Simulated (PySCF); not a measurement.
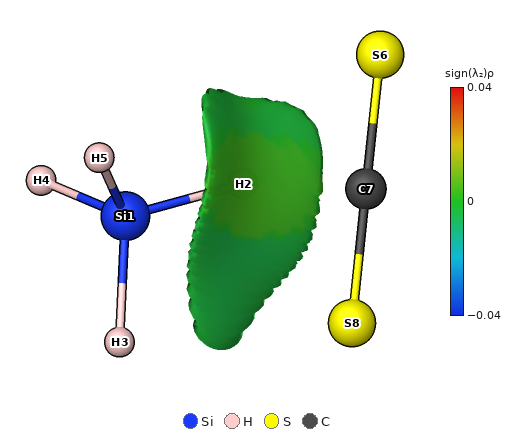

CH$_{4}$S$_{2}$Si, SMILES `[SiH4].S=C=S`. Non-covalent interaction surfaces between the fragments (reduced density gradient s = 0.6, coloured by sign(λ₂)ρ in a.u.; trimmed to the region between the fragments where ρ is under 0.06 a.u.). Fragment A: SiH4 (atoms 1–5); fragment B: CS2.

Computed with PySCF, B3LYP/def2-SVPD, geometry: GFN2-xTB. GFN2-xTB bond lengths at metals and heavier atoms can be off by up to 0.1 Å and shapes distorted, which carries into these values.

> Interpret the surfaces between the fragments.

Bond critical points between the fragments: Si1···S8, 3.86 Å, ρ = 0.004 a.u. It is weak and appears green (van der Waals range). The pose is a local one from a semi-empirical search, not shown to be the most stable.

> How strongly are they bound?

The counterpoise-corrected interaction energy of the frozen fragments is +1.1 kcal/mol without dispersion correction and −1.9 kcal/mol with D3(BJ). The pair geometry is semi-empirical, not a minimum at this level.
